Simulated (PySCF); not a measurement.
# C$_{5}$H$_{5}$ClO$_{2}$Si (SMILES O=C(Cl)c1ccc([SiH3])o1): what the fields show

```tsv
atom	x (Å)	y (Å)	z (Å)
O	3.7230	0.2582	0.1160
C	2.6392	0.7553	0.1261
Cl	2.4587	2.5144	0.2547
C	1.3692	0.0854	0.0412
C	1.1124	-1.2705	-0.0690
C	-0.2804	-1.3926	-0.1149
C	-0.7962	-0.1161	-0.0313
Si	-2.5507	0.5700	-0.0259
O	0.2053	0.7668	0.0623
H	1.8503	-2.0453	-0.1084
H	-0.8483	-2.2964	-0.1985
H	-2.6880	1.4696	-1.1694
H	-2.7537	1.2841	1.2330
H	-3.4414	-0.5833	-0.1381
```

Geometry: GFN2-xTB.

Theory: PySCF 2.14.0, CAM-B3LYP/def2-SVPD, SCF density, gas phase.

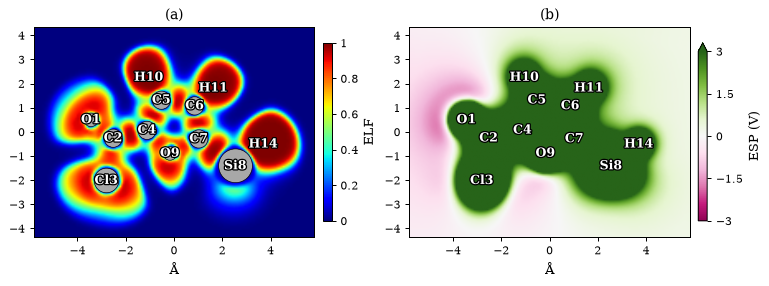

Figure 1. (a) ELF; (b) electrostatic potential on the plane of atoms C5, C6 and C7. Grey discs cover the atomic cores in the ELF map.

Describe what can be read from this map.

- The section cuts through O, C, Cl, Si and H sites.
- C–O (1.19 Å): the ELF peaks at about 0.85 between the atoms: a short, multiple covalent bond.
- C–C (1.38 Å): the ELF peaks at about 0.95 between the atoms (a covalent bond).
- C–Cl (1.77 Å): the ELF peaks at about 0.90 between the atoms: a covalent bond.
- C–Si (1.88 Å): the ELF peaks at about 1 between the atoms; a covalent bond.
- C–H (1.07 Å): the ELF climbs to about 1 towards the hydrogen, as it does in any bond to H: a covalent bond by its length.
- The ELF also peaks beside Cl3, O9 and O1, away from the bonds: lone-pair regions.
- Outside the dense part of the molecule the potential is most negative (−1.7 V) near O1.

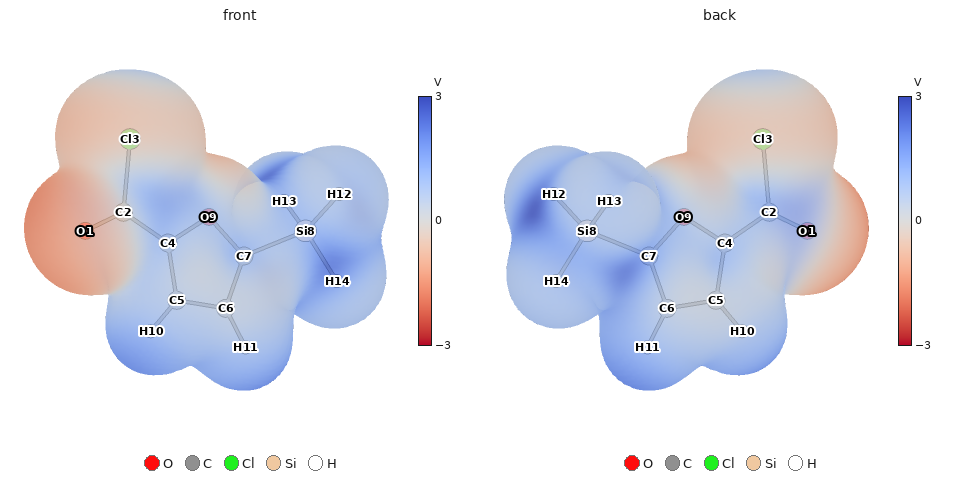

Figure 2. The molecular electrostatic potential painted on the density surface at 0.004 e/bohr³, seen from the front and from behind; the colour scale runs from red (negative) to blue (positive).

Describe the electrostatic potential map.

The most negative region (about −1.6 V) lies over O1, the most positive (about +2.5 V) over Si8. Cl3 shows a σ-hole: about +0.6 V at the tip opposite its bond, against about −0.6 V on its flanks. O1 is the likeliest acceptor of a hydrogen bond.

How polar is the molecule by this calculation?

Its dipole moment is 4.57 D.
